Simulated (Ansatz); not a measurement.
# C$_{8}$H$_{15}$BrN$_{2}$ (charge −1): geometry relaxation (part 1 of 3)

The run: geometry relaxation of C$_{8}$H$_{15}$BrN$_{2}$ (1-butyl-3-methylimidazolium bromide), charge −1, multiplicity 2. Method and program: UKS PBE-D4/def2-SVP (Ansatz 0.2.0).

The geometry: PBE-D4/def2-SVP start. Figures and captions count atoms from 1; the log counts them from 0 in places.

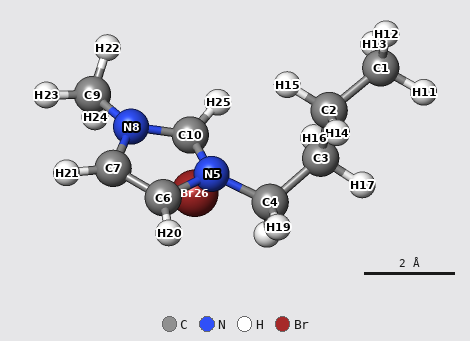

Fig. 1: The structure as given in the input (ball-and-stick view, seen at a tilt; atoms are numbered from 1 in the order of the input). Bond lengths as drawn: C–C 1.37 to 1.53 Å, C–H 1.09 to 1.11 Å and C–N 1.37 to 1.46 Å.

Key numbers:

| quantity | value |
| --- | --- |
| outcome | converged |
| total energy | −81525.1848 eV |
| mean-field energy | −81524.4287 eV |
| dispersion energy | −0.7561 eV |
| ⟨S²⟩ | 0.752 |
| HOMO (either spin) | 1.75 eV |
| LUMO (either spin) | 2.72 eV |
| largest force (length of the vector) at the end | 0.033 eV/Å |
| hardware | 4 threads of Arm Neoverse V2, 23 GiB of memory available, shared host |
| wall time | 98 s (CPU time 6.2 min) |
| peak memory | 0.5 GiB |

Notes:

The highest filled orbital lies above zero: either the extra electron isn't bound at this level, or the self-interaction error of the functional lifts the level.

The input:
```yaml
crystal:
  periodic: [false, false, false]
  atoms:
    - {symbol: C, position_ang: [-3.420355, -1.322963, 0.273538]}
    - {symbol: C, position_ang: [-2.375913, -0.207730, 0.339861]}
    - {symbol: C, position_ang: [-1.687888, 0.050717, -1.004420]}
    - {symbol: C, position_ang: [-0.648697, 1.168634, -0.993872]}
    - {symbol: N, position_ang: [0.456863, 0.926057, -0.065946]}
    - {symbol: C, position_ang: [1.244470, 1.920310, 0.507870]}
    - {symbol: C, position_ang: [2.375246, 1.321581, 0.994528]}
    - {symbol: N, position_ang: [2.273745, -0.039516, 0.720382]}
    - {symbol: C, position_ang: [3.346502, -1.013579, 0.797924]}
    - {symbol: C, position_ang: [1.165100, -0.242876, -0.052010]}
    - {symbol: H, position_ang: [-4.222078, -1.082701, -0.455726]}
    - {symbol: H, position_ang: [-3.902902, -1.492239, 1.257372]}
    - {symbol: H, position_ang: [-2.964220, -2.283532, -0.046177]}
    - {symbol: H, position_ang: [-2.851684, 0.735121, 0.692754]}
    - {symbol: H, position_ang: [-1.610144, -0.457165, 1.107099]}
    - {symbol: H, position_ang: [-1.211931, -0.876367, -1.395035]}
    - {symbol: H, position_ang: [-2.446350, 0.323956, -1.769572]}
    - {symbol: H, position_ang: [-0.189967, 1.261129, -2.004962]}
    - {symbol: H, position_ang: [-1.107405, 2.135970, -0.703559]}
    - {symbol: H, position_ang: [0.923298, 2.965719, 0.533077]}
    - {symbol: H, position_ang: [3.230679, 1.740700, 1.532293]}
    - {symbol: H, position_ang: [2.975327, -1.966052, 1.226243]}
    - {symbol: H, position_ang: [4.153037, -0.620271, 1.443001]}
    - {symbol: H, position_ang: [3.720326, -1.197583, -0.235223]}
    - {symbol: H, position_ang: [0.722931, -1.228568, -0.216204]}
    - {symbol: Br, position_ang: [2.052029, -0.518741, -2.483226]}
basis:
  gaussian: {orbitals: def2-SVP}
total_charge: -1
magnetization: {spin_polarized: true, initial_magnetization: 1}
hamiltonian: {xc: pbe, dispersion: d4}
scf: {lower_state_search: "off"}
output: {orbitals: {seedname: orbitals}}
relax: {f_tol: 0.03, max_steps: 70}
```

Run as:
```bash
ansatz run in.yaml --threads 4 --pin off --events-out ev --progress --plain --max-ram 6963MiB
```

Log:
```
Functional definition: PBE
  name "PBE"
  cite "Perdew, Burke & Ernzerhof, Phys. Rev. Lett. 77, 3865 (1996) doi:10.1103/PhysRevLett.77.3865"
  parent pbe
  parameter kappa = 0.804
  parameter beta = 0.06672455060314922
  exchange = pbe_x(kappa = kappa, mu = beta*pi^2/3)
  correlation = pbe_c(beta = beta)
these checks for a lower state are left out or cut short: stability, starts, cluster_reference, orbital_swaps, neighbouring_geometries, increment
2823 factors; their error is unknown
mean field evaluation 1: about -81507.9445 eV, gradient 5.3e1 eV
mean field evaluation 2: about -81473.9867 eV, gradient 9.1e1 eV
mean field evaluation 4: about -81522.1397 eV, gradient 1.7e1 eV
mean field evaluation 8: about -81523.5697 eV, gradient 4.9e0 eV
mean field evaluation 16: about -81523.5279 eV, gradient 9.3e-2 eV
mean field evaluation 32: about -81523.5280 eV, gradient 4.2e-6 eV
mean field -81523.52799513 eV, -2995.9343951889 hartree, gradient 4.2e-6 eV, S^2 0.752741; 0 other end points of the search recorded, 0 dependent functions left out
the calculation of the forces begins
reference -81523.52804946 eV, -2995.9343971858 hartree; 57, 56 occupied and 190, 191 virtual orbitals, 2823 factors
relax step   1: F+E_penalty+E_count = -81524.32388196 eV  Δ(F+E_penalty+E_count) = +0.000e0 eV  max|allowed force component| = 1.783e0 eV/Å  Δτ_max = 0.0000 Å  (28 SCF iters, accepted)
these checks for a lower state are left out or cut short: stability, starts, cluster_reference, orbital_swaps, neighbouring_geometries, increment
2823 factors; their error is unknown
mean field -81523.93161433 eV, -2995.9492279210 hartree, gradient 1.8e-6 eV, S^2 0.752977; 0 other end points of the search recorded, 0 dependent functions left out
[... from here on the field's lines of each further geometry are left out, up to the last ...]
relax step   2: F+E_penalty+E_count = -81524.70995869 eV  Δ(F+E_penalty+E_count) = -3.861e-1 eV  max|allowed force component| = 1.117e0 eV/Å  Δτ_max = 0.1950 Å  (32 SCF iters, accepted)
relax step   3: F+E_penalty+E_count = -81524.93852237 eV  Δ(F+E_penalty+E_count) = -2.286e-1 eV  max|allowed force component| = 2.074e-1 eV/Å  Δτ_max = 0.1932 Å  (30 SCF iters, accepted)
relax step   4: F+E_penalty+E_count = -81525.02901198 eV  Δ(F+E_penalty+E_count) = -9.049e-2 eV  max|allowed force component| = 2.497e-1 eV/Å  Δτ_max = 0.1933 Å  (26 SCF iters, accepted)
relax step   5: F+E_penalty+E_count = -81525.08731858 eV  Δ(F+E_penalty+E_count) = -5.831e-2 eV  max|allowed force component| = 1.529e-1 eV/Å  Δτ_max = 0.1919 Å  (25 SCF iters, accepted)
relax step   6: F+E_penalty+E_count = -81525.12622050 eV  Δ(F+E_penalty+E_count) = -3.890e-2 eV  max|allowed force component| = 2.793e-1 eV/Å  Δτ_max = 0.1928 Å  (26 SCF iters, accepted)
relax step   7: F+E_penalty+E_count = -81525.15091977 eV  Δ(F+E_penalty+E_count) = -2.470e-2 eV  max|allowed force component| = 3.196e-1 eV/Å  Δτ_max = 0.1911 Å  (27 SCF iters, accepted)
relax step   8: F+E_penalty+E_count = -81525.16531907 eV  Δ(F+E_penalty+E_count) = -1.440e-2 eV  max|allowed force component| = 2.573e-1 eV/Å  Δτ_max = 0.1641 Å  (25 SCF iters, accepted)
relax step   9: F+E_penalty+E_count = -81525.17256622 eV  Δ(F+E_penalty+E_count) = -7.247e-3 eV  max|allowed force component| = 1.152e-1 eV/Å  Δτ_max = 0.1192 Å  (22 SCF iters, accepted)
relax step  10: F+E_penalty+E_count = -81525.17665206 eV  Δ(F+E_penalty+E_count) = -4.086e-3 eV  max|allowed force component| = 7.357e-2 eV/Å  Δτ_max = 0.1148 Å  (23 SCF iters, accepted)
relax step  11: F+E_penalty+E_count = -81525.17890194 eV  Δ(F+E_penalty+E_count) = -2.250e-3 eV  max|allowed force component| = 4.009e-2 eV/Å  Δτ_max = 0.1041 Å  (22 SCF iters, accepted)
relax step  12: F+E_penalty+E_count = -81525.18013463 eV  Δ(F+E_penalty+E_count) = -1.233e-3 eV  max|allowed force component| = 3.762e-2 eV/Å  Δτ_max = 0.1035 Å  (22 SCF iters, accepted)
relax step  13: F+E_penalty+E_count = -81525.18142318 eV  Δ(F+E_penalty+E_count) = -1.289e-3 eV  max|allowed force component| = 6.397e-2 eV/Å  Δτ_max = 0.1992 Å  (22 SCF iters, accepted)
relax step  14: F+E_penalty+E_count = -81525.18225364 eV  Δ(F+E_penalty+E_count) = -8.305e-4 eV  max|allowed force component| = 5.321e-2 eV/Å  Δτ_max = 0.1230 Å  (22 SCF iters, accepted)
relax step  15: F+E_penalty+E_count = -81525.18309460 eV  Δ(F+E_penalty+E_count) = -8.410e-4 eV  max|allowed force component| = 3.773e-2 eV/Å  Δτ_max = 0.1067 Å  (22 SCF iters, accepted)
relax step  16: F+E_penalty+E_count = -81525.18372772 eV  Δ(F+E_penalty+E_count) = -6.331e-4 eV  max|allowed force component| = 2.008e-2 eV/Å  Δτ_max = 0.0817 Å  (23 SCF iters, accepted)
the calculation of the forces begins
reference -81524.42797926 eV, -2995.9674689958 hartree; 57, 56 occupied and 190, 191 virtual orbitals, 2823 factors
relax step  17: F+E_penalty+E_count = -81525.18452305 eV  Δ(F+E_penalty+E_count) = -7.953e-4 eV  max|allowed force component| = 2.360e-2 eV/Å  Δτ_max = 0.1157 Å  (22 SCF iters, accepted)
these checks for a lower state are left out or cut short: stability, starts, cluster_reference, orbital_swaps, neighbouring_geometries, increment
2823 factors; their error is unknown
mean field -81524.42869051 eV, -2995.9674951337 hartree, gradient 2.6e-6 eV, S^2 0.752425; 0 other end points of the search recorded, 0 dependent functions left out
the calculation of the forces begins
reference -81524.42873796 eV, -2995.9674968774 hartree; 57, 56 occupied and 190, 191 virtual orbitals, 2823 factors
relax step  18: F+E_penalty+E_count = -81525.18479076 eV  Δ(F+E_penalty+E_count) = -2.677e-4 eV  max|allowed force component| = 2.992e-2 eV/Å  Δτ_max = 0.0787 Å  (22 SCF iters, accepted)
```

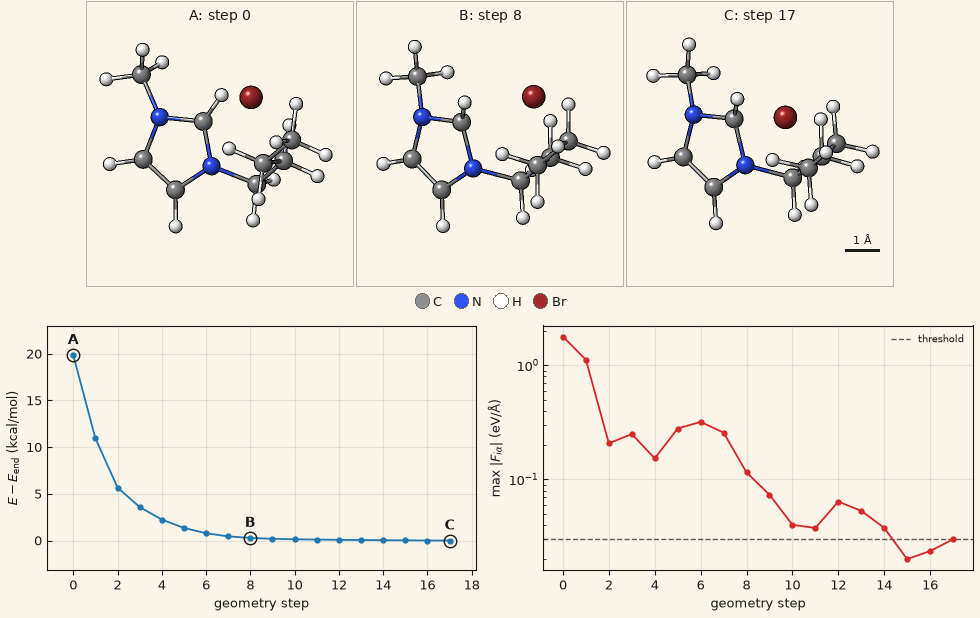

Fig. 2: Frames of the relaxation (ball-and-stick view, seen at a tilt) above the curves, on which the letters mark them (the first geometry is step 0 here and step 1 in the log).

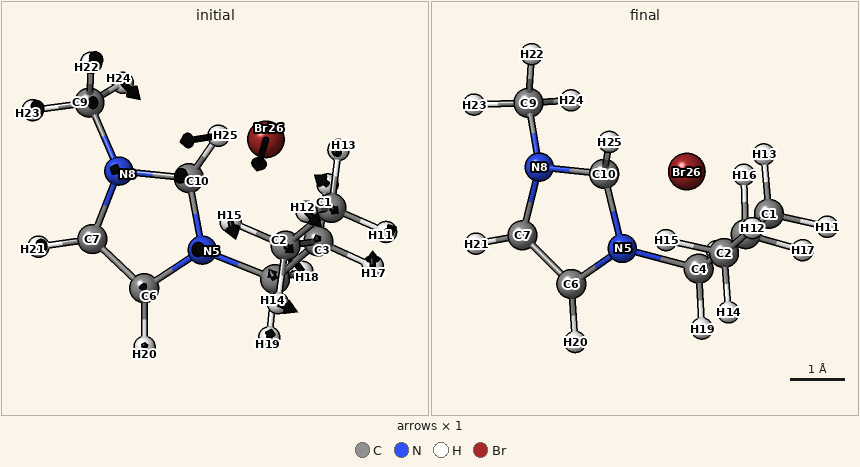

Fig. 3: Before (left) and after (right) the relaxation, at one scale (ball-and-stick view, seen at a tilt). The black arrows give the displacements, at true length. The atom that moves furthest after the best rigid fit is H25 (1.16 Å). Largest moves by element: H 1.16 Å, Br 1.04 Å, C 0.56 Å, N 0.41 Å. Among the contacts that change: N5–C10 1.367 → 1.425 Å, N8–C10 1.366 → 1.420 Å, C10–H25 1.093 → 1.113 Å, C4–N5 1.464 → 1.475 Å. Among the angles that change: C4–N5–C6 124.8° → 117.9°, C7–N8–C9 126.3° → 120.7°, N8–C10–H25 123.2° → 117.6°. The energy falls by 19.9 kcal/mol in 17 geometry steps. Largest force component: 1.8 eV/Å at the start, 0.03 eV/Å at the end. (Atoms are counted from 1 in the order of the input.)

```
Total energy: -81525.18483821 eV, -2995.9952830491 hartree
Atom 0 at    -3.580620    -1.265996     0.209021 Å, force    -0.007348    -0.002501     0.017239 eV/Å
Atom 1 at    -2.561121    -0.126874     0.261384 Å, force    -0.003240    -0.007857    -0.021151 eV/Å
Atom 2 at    -1.633258    -0.083211    -0.957733 Å, force     0.006892     0.007700     0.019331 eV/Å
Atom 3 at    -0.546283     0.986416    -0.892039 Å, force    -0.003988    -0.008112    -0.025316 eV/Å
Atom 4 at     0.311722     0.819248     0.295654 Å, force     0.003572     0.004810    -0.011380 eV/Å
Atom 5 at     1.236677     1.835249     0.587543 Å, force     0.013133     0.001566     0.029921 eV/Å
Atom 6 at     2.420049     1.276361     0.963537 Å, force    -0.006230     0.012945    -0.025241 eV/Å
Atom 7 at     2.300112    -0.114515     0.945627 Å, force    -0.000513    -0.013725     0.011621 eV/Å
Atom 8 at     3.419120    -0.952693     0.527445 Å, force    -0.000788    -0.003579    -0.004645 eV/Å
Atom 9 at     1.002074    -0.417412     0.456727 Å, force     0.005653    -0.002172     0.009262 eV/Å
Atom 10 at    -4.234475    -1.187331    -0.686692 Å, force     0.001368     0.001432    -0.000186 eV/Å
Atom 11 at    -4.240295    -1.280763     1.102867 Å, force     0.005232    -0.002441    -0.009037 eV/Å
Atom 12 at    -3.072745    -2.252852     0.152242 Å, force    -0.004210     0.014410     0.001864 eV/Å
Atom 13 at    -3.091082     0.849248     0.357062 Å, force     0.004828    -0.013081    -0.002837 eV/Å
Atom 14 at    -1.937293    -0.215763     1.176894 Å, force    -0.000046    -0.000888    -0.001534 eV/Å
Atom 15 at    -1.131713    -1.068374    -1.088940 Å, force    -0.005247     0.012129     0.003580 eV/Å
Atom 16 at    -2.227509     0.080061    -1.884577 Å, force    -0.002340    -0.000766     0.002042 eV/Å
Atom 17 at     0.103495     0.932841    -1.804381 Å, force     0.009803     0.004473     0.004580 eV/Å
Atom 18 at    -1.006635     1.999464    -0.828526 Å, force     0.002372    -0.006526     0.001853 eV/Å
Atom 19 at     0.969188     2.893562     0.482547 Å, force    -0.002961    -0.004798     0.002621 eV/Å
Atom 20 at     3.362310     1.762852     1.244239 Å, force    -0.007942    -0.005525    -0.008325 eV/Å
Atom 21 at     3.221082    -2.006351     0.820890 Å, force     0.003652     0.010536    -0.001302 eV/Å
Atom 22 at     4.344157    -0.619699     1.045401 Å, force    -0.003383    -0.002961    -0.000442 eV/Å
Atom 23 at     3.545157    -0.885104    -0.584229 Å, force    -0.004189     0.004094     0.007863 eV/Å
Atom 24 at     0.463732    -1.274560     0.920277 Å, force     0.001569     0.000934    -0.002696 eV/Å
Atom 25 at     2.564175     0.316206    -2.822231 Å, force    -0.005648    -0.000096     0.002317 eV/Å
Dipole moment:    -1.035584     0.003163     1.203979 e Å
Checks for a lower state left out: stability, starts, cluster_reference, orbital_swaps, neighbouring_geometries, increment
```

Trajectory as extended XYZ (Å, eV, eV/Å), 18 frames, from step=1 to step=18:
```
26
Properties=species:S:1:pos:R:3:forces:R:3 step=1 energy=-81524.32388
C    -3.4204   -1.3230    0.2735    0.0200   0.0803   0.0044
C    -2.3759   -0.2077    0.3399    0.0628   0.0329  -0.0321
C    -1.6879    0.0507   -1.0044    0.0684   0.0687  -0.0640
C    -0.6487    1.1686   -0.9939    0.8235  -0.0647   0.0406
N     0.4569    0.9261   -0.0659   -1.7827   1.4482   0.0882
C     1.2445    1.9203    0.5079    0.1671   0.1014   0.0376
C     2.3752    1.3216    0.9945   -0.0690  -0.0377  -0.0696
N     2.2737   -0.0395    0.7204    1.6093  -0.0194   1.2441
C     3.3465   -1.0136    0.7979   -0.1777   0.8273  -0.4921
C     1.1651   -0.2429   -0.0520   -0.5955  -1.6993   0.0501
H    -4.2221   -1.0827   -0.4557   -0.1035   0.0505  -0.0743
H    -3.9029   -1.4922    1.2574   -0.0501  -0.0270   0.0986
H    -2.9642   -2.2835   -0.0462    0.1328  -0.0748   0.0083
H    -2.8517    0.7351    0.6928   -0.0951   0.0559  -0.0056
H    -1.6101   -0.4572    1.1071    0.1268  -0.1517  -0.0204
H    -1.2119   -0.8764   -1.3950    0.0340   0.0218   0.0704
H    -2.4463    0.3240   -1.7696   -0.1297   0.0174  -0.0193
H    -0.1900    1.2611   -2.0050   -0.1865   0.0237  -0.2638
H    -1.1074    2.1360   -0.7036   -0.1048   0.0864   0.0102
H     0.9233    2.9657    0.5331   -0.0460   0.0784   0.0930
H     3.2307    1.7407    1.5323    0.0762   0.0390   0.0978
H     2.9753   -1.9661    1.2262   -0.2427  -0.3400   0.1255
H     4.1530   -0.6203    1.4430    0.0904   0.0438   0.0511
H     3.7203   -1.1976   -0.2352    0.1025  -0.1763  -0.0086
H     0.7229   -1.2286   -0.2162   -0.2306  -0.2562   0.3847
Br    2.0520   -0.5187   -2.4832    0.5001  -0.1286  -1.3545
```
